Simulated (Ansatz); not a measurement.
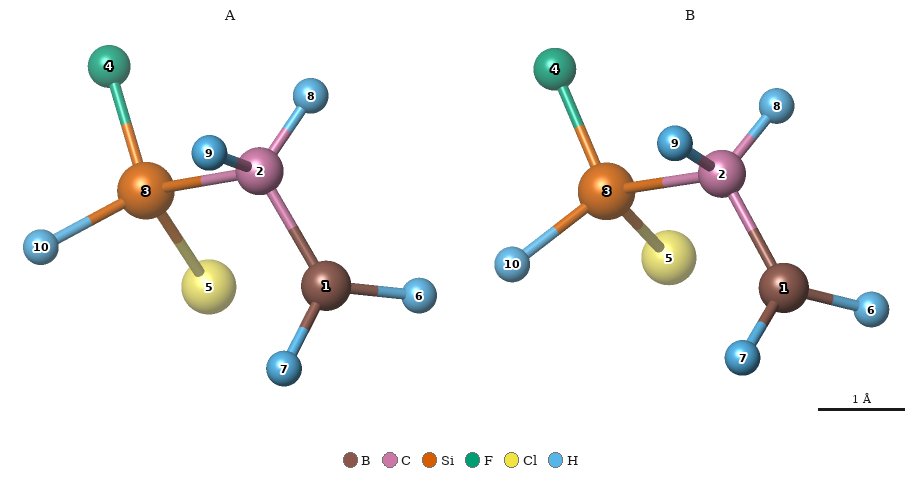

Two geometries of CH5BClFSi, drawn at one scale. One is the start of a relaxation, the other its converged end. The picture is a ball-and-stick view, seen from a free direction.

Method: RKS PBE0-D4/def2-TZVP in Ansatz 0.2.0. (force threshold 0.005 eV/Å; at most 150 steps)

### Which of the two is the end point?

Structure B is the relaxed one. The start comes from PBE-D4/def2-SVP. The atom that moves furthest after the best rigid fit is Cl5 (0.40 Å). By element the largest moves are Cl 0.40 Å, H 0.32 Å, F 0.29 Å, B 0.11 Å, C 0.09 Å, Si 0.04 Å. Among the contacts that change: Si3–F4 1.635 → 1.592 Å, Si3–Cl5 2.077 → 2.042 Å, B1–H7 1.219 → 1.197 Å, B1–H6 1.215 → 1.195 Å. Among the angles between lasting bonds that change: B1–C2–Si3 106.2° → 110.9°. Over 15 accepted moves (16 points after the start) the energy falls by 1.78 kcal/mol. Largest force component: 1.1 eV/Å at the start, 0.0041 eV/Å at the end. The line search rejected the trial step at point 12 of the run. Cost: 62 s on 4 threads of Arm Neoverse V1 (shared host).
